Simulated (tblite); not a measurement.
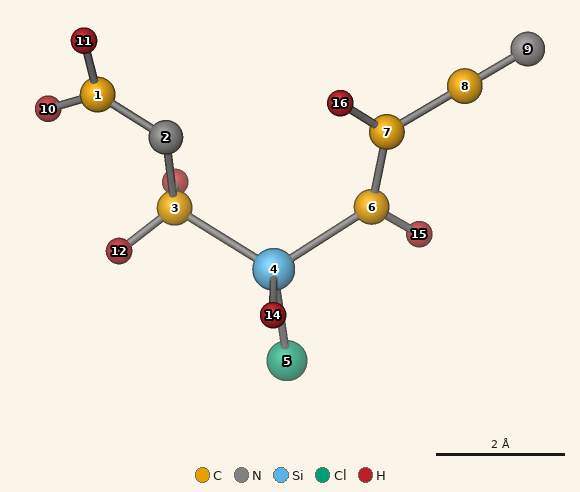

This is the input geometry for a relaxation of C5H7ClN2Si. Style: ball-and-stick. Shown from a free direction.

All numbers below come from tblite, GFN2-xTB geometry optimisation, gas phase.

```xyz
16

C    -2.1337    1.8995   -0.6316
N    -1.3762    1.0541   -0.0622
C    -1.3583   -0.2720   -0.7114
Si   -0.2813   -1.4614    0.2204
Cl   -0.1850   -3.2403   -0.7978
C     1.4735   -0.9551    0.3332
C     1.9081    0.2512    0.7486
C     3.2957    0.5859    0.8140
N     4.4198    0.8541    0.8569
H    -2.7437    1.6729   -1.5262
H    -2.2326    2.9220   -0.2288
H    -2.3897   -0.6752   -0.7586
H    -0.9932   -0.1674   -1.7286
H    -0.8104   -1.7786    1.5776
H     2.1869   -1.7081    0.0347
H     1.2124    1.0274    1.0745
```

> Where does the relaxation end?

The largest move after the best rigid fit is that of H10, 1.33 Å. Largest moves by element: H 1.33 Å, N 0.61 Å, C 0.47 Å, Cl 0.23 Å, Si 0.12 Å. Among the contacts that change: C3–Si4 1.855 → 1.921 Å, Si4–C6 1.830 → 1.884 Å, N2–C3 1.477 → 1.424 Å, Si4–Cl5 2.052 → 2.021 Å. Bond angles that change, for instance: C1–N2–C3 114.1° → 120.9°, Cl5–Si4–C6 103.0° → 109.1°, C3–Si4–C6 114.2° → 109.3°. Groups turn about N2–C3 by about 70°, Si4–C6 by about 25°. The energy falls by 0.394 eV in 134 geometry steps. The run took 2.2 s on 1 thread of Arm Neoverse N1, with other jobs on the host.

Step by step:

```csv
step,"E − E(0), eV"
0,0.0000
1,-0.0891
2,-0.0876
3,-0.1334
4,-0.1424
5,-0.1496
6,-0.1656
7,-0.1713
8,-0.1747
9,-0.1772
10,-0.1798
17,-0.1930
23,-0.2022
30,-0.2400
36,-0.2901
43,-0.3294
49,-0.3447
56,-0.3565
62,-0.3607
69,-0.3650
75,-0.3694
82,-0.3747
88,-0.3776
95,-0.3833
101,-0.3860
108,-0.3893
114,-0.3909
121,-0.3929
127,-0.3939
134,-0.3945
```

Final geometry:

```xyz
16

C    -2.0587    1.7223   -0.2054
N    -1.0368    1.0967   -0.5709
C    -1.1369   -0.2216   -1.0995
Si   -0.3855   -1.4591    0.1634
Cl   -0.3705   -3.2962   -0.6785
C     1.3843   -0.9467    0.5584
C     1.8411    0.3019    0.4169
C     3.1665    0.6626    0.7259
N     4.2463    0.9553    0.9802
H    -3.0800    1.3343   -0.2820
H    -1.9352    2.7112    0.2096
H    -2.1717   -0.5029   -1.3491
H    -0.5430   -0.2513   -2.0167
H    -1.1976   -1.4909    1.3821
H     2.0681   -1.7038    0.9261
H     1.2019    1.0973    0.0541
```

The end point in the same view:

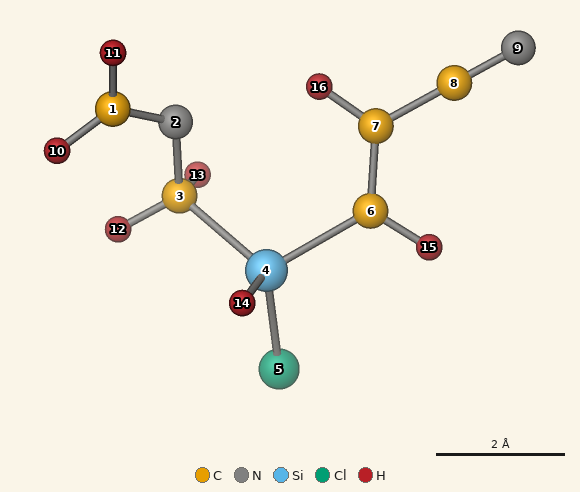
